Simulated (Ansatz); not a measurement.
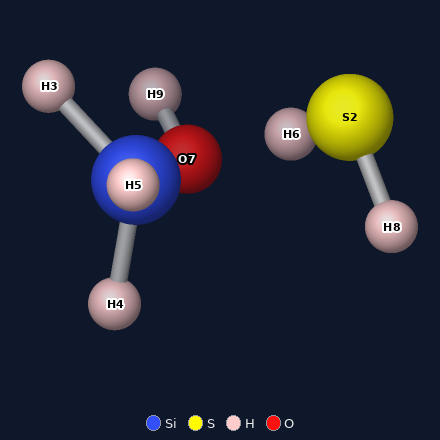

The system is the reacting system H₆OSSi (fragments H₄SSi + H₂O where the first distance is long, H₄OSi + H₂S where the second is long); the picture shows the reference structure. First axis: distance Si1–O7 (bond that forms). Second axis: distance H6–O7 (bond that breaks). Relaxed at each point: all other coordinates. The grid has 13 × 13 points. Points are written as (first, second). Energies: kcal/mol, counted from the lowest grid point. Energies and slopes of some neighbouring points disagree (a jump in structure or state, or too coarse a mesh). The reference is spin-restricted, so regions where a bond is pulled apart into radicals lie too high. Theory: Ansatz, RHF/def2-SVP.

Its coordinates:

```csv
atom,x (Å),y (Å),z (Å)
Si,0.2272,0.8848,-0.1261
S,1.2107,-1.3870,0.3614
H,-0.0373,1.2001,-1.5449
H,-0.5693,1.4822,0.9576
H,1.5681,1.5058,0.0781
H,-0.5513,-1.3886,0.0381
O,-1.3462,-0.4518,-0.2922
H,1.1898,-1.2343,1.6897
H,-1.6917,-0.6113,-1.1616
```

Range: distance Si1–O7 (bond that forms) from 1.593 to 3.093 Å; distance H6–O7 (bond that breaks) from 0.873 to 2.673 Å.

Q: Predict the map.

A: The lowest grid point is at (1.660 Å, 2.487 Å). The energy also falls towards the edge at (3.093 Å, 2.487 Å) (7 kcal/mol above the lowest) and (3.093 Å, 0.954 Å) (8 kcal/mol above the lowest), where a further well may lie outside the range. The highest grid point, (2.787 Å, 2.673 Å), lies 108 kcal/mol above the lowest.

| second ↓, first → | 1.593 | 1.660 | 1.753 | 1.858 | 1.973 | 2.095 | 2.224 | 2.358 | 2.497 | 2.640 | 2.787 | 2.938 | 3.093 |
| --- | --- | --- | --- | --- | --- | --- | --- | --- | --- | --- | --- | --- | --- |
| 2.673 | 1 | 0 | 3 | 11 | 22 | 36 | 51 | 66 | 81 | 95 | 108 | 8 | 7 |
| 2.487 | 2 | 0 | 3 | 11 | 22 | 36 | 51 | 66 | 80 | 94 | 107 | 8 | 7 |
| 2.306 | 2 | 0 | 3 | 11 | 22 | 36 | 50 | 65 | 80 | 93 | 106 | 8 | 7 |
| 2.129 | 2 | 0 | 3 | 11 | 22 | 36 | 50 | 65 | 79 | 93 | 105 | 8 | 8 |
| 1.957 | 3 | 1 | 4 | 11 | 23 | 36 | 51 | 65 | 79 | 93 | 105 | 104 | 107 |
| 1.791 | 6 | 3 | 6 | 13 | 24 | 38 | 52 | 66 | 80 | 93 | 95 | 97 | 99 |
| 1.630 | 10 | 7 | 9 | 16 | 27 | 40 | 55 | 69 | 82 | 85 | 87 | 88 | 89 |
| 1.476 | 16 | 14 | 15 | 22 | 32 | 45 | 58 | 71 | 75 | 75 | 75 | 75 | 75 |
| 1.329 | 25 | 22 | 23 | 29 | 38 | 64 | 64 | 63 | 61 | 59 | 57 | 56 | 55 |
| 1.191 | 36 | 32 | 32 | 37 | 44 | 45 | 42 | 39 | 36 | 35 | 34 | 33 | 33 |
| 1.065 | 47 | 42 | 40 | 40 | 33 | 28 | 24 | 21 | 19 | 17 | 16 | 16 | 16 |
| 0.954 | 58 | 52 | 43 | 34 | 27 | 21 | 17 | 14 | 11 | 10 | 9 | 8 | 8 |
| 0.873 | 70 | 61 | 49 | 39 | 32 | 26 | 22 | 19 | 16 | 14 | 13 | 13 | 12 |

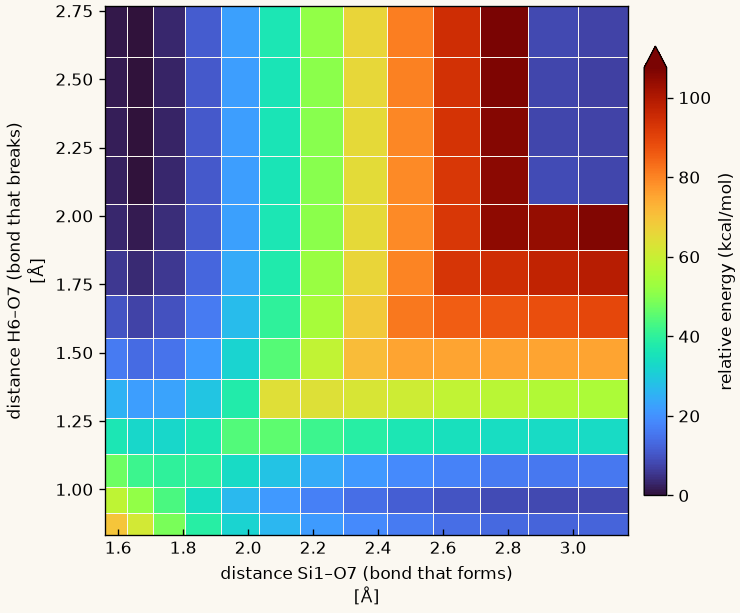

The picture shows one coloured cell a grid point, one colour for all values above the top of the scale.

The whole map (169 points run) took 32 min on 1 thread of Arm Neoverse V1 (shared host).
